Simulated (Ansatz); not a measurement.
# Tunnelling across a broken W chain: predicting one gap

How it was computed: Ansatz 0.2.0, plane waves with PAW datasets at the program's default cutoffs, Fermi-Dirac smearing of 0.05 eV, chains in boxes 7.5 Å wide or more, moments seeded when the perfect chain is relaxed. PBE, no spin-orbit coupling; one bond is opened by s Å beyond its relaxed length, the other atoms of a straight cell of 12 kept, without spin, and the conductance taken at 300 K.

| run | G (G₀) | largest error term (%) | s | ln G |
| --- | --- | --- | --- | --- |
| +1.2 Å | 1.542 | 1 | 1.2 | 0.4328 |
| +1.8 Å | 0.7768 | 1 | 1.8 | −0.2526 |
| +2.5 Å | 0.3021 | 2 | 2.5 | −1.197 |
| +4.2 Å | 0.01283 | 6 | 4.2 | −4.356 |

One run is withheld: run = +3.3 Å, with s = 3.3. Fit a straight line ln G = a + b × s to the 4 rows shown and predict it.

**Fit.** The means are 2.425 for s and −1.343 for ln G. The sum of products of deviations is −8.194 and the sum of squares in s is 5.048, so b = −8.194 / 5.048 = −1.623 and a = −1.343 − (−1.623) × 2.425 = 2.594. The residuals' standard deviation, with 2 degrees of freedom, is σ = 0.26.

**Prediction.** ln G = 2.594 + (−1.623) × 3.3 = −2.764, that is 0.0631 G₀. The run gave 0.0736 G₀ (ln G = −2.609), so the prediction less the run is −0.15. The standard error of a prediction there, σ√(1 + 1/4 + (3.3 − 2.425)²/5.048), is 0.31, and the miss is 0.49 times that, for a point between the fitted rows. With so few rows σ is itself uncertain.

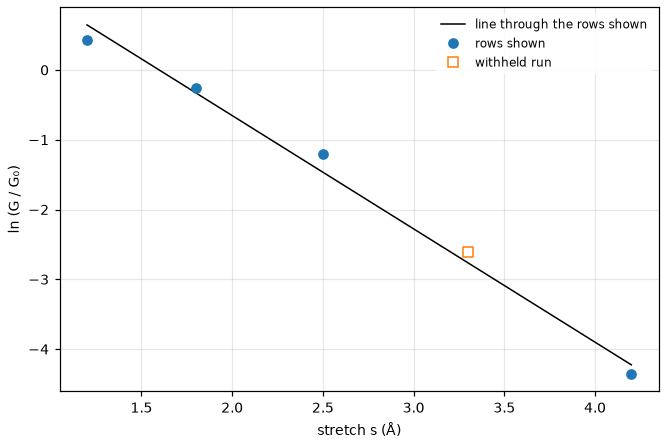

The fitted line, the rows shown and the withheld run.

Caveats: Between neighbouring runs the slope of ln G lies between −1.94 and −1.14 per Å, so one exponential is an approximation; it is flattest at the narrowest gap, nearest to contact. Error terms (up to 6 %, withheld run included) bound how much a small miss can mean. Broken ends may want a moment where none was allowed. No image potential, spin-orbit coupling or relaxation; a bent or dimerised chain may be lower in energy. Series of this kind are told only where this holds: one magnetic state in all runs, error terms under 60 %, and the runs' own leads conduct as the perfect chain does. 36 of 42 did.
